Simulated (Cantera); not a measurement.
A closed system holds: 1 mol AlN, 120 mol H2, 11 mol N2, at 0.135 Torr.

Equilibrium computed with Cantera from the NASA thermochemical tables; the gas is ideal and each condensed phase is pure. Candidate condensed phases: Al, AlN; 13 gas species. Kinetics and transport are ignored.

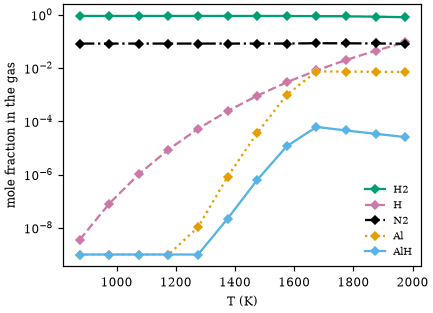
Figure. Equilibrium gas composition (values under 1e-9 drawn at 1e-9)

Read off the mole fractions at 1575 K.

H2 about 0.91, N2 about 0.084, H about 0.0030, Al about 0.0010, AlH about 1.2e-5.
